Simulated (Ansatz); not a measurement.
**Profile along the O–Mg line in MgO (rock salt)**

MgO (rock salt), conventional cell a = b = c = 4.254 Å, α = β = γ = 90.00°. The calculation uses the primitive cell of 2 atoms, to which meshes and values per cell refer.

Fields along a shortest O–Mg line of a {100} plane (2.13 Å), from O to Mg, interpolated on the slice's grid (step about 0.1 Å). Level of theory: PBE (plane waves to 420 eV, PAW, scalar-relativistic; Ansatz, a quantum-chemistry and plane-wave program). k mesh 13×13×13. Near the nuclei the fields are pseudised (PAW); where an atom keeps semicore shells as valence, they peak there. MgO was relaxed with its symmetry unable to fall.

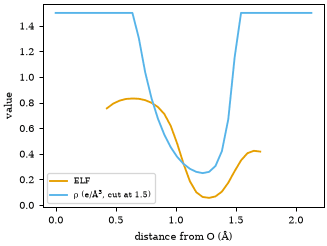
Fig. 1. ELF (away from the nuclei) and valence density from O to Mg.

Density on the O–Mg line (2.13 Å) at its density minimum, 1.2 Å from O: 0.25 e/Å³. ELF at that point: 0.06. Character of the O–Mg contact (rough rule: ELF there above 0.7 covalent, below 0.2 ionic, polar between): closed-shell (ionic).
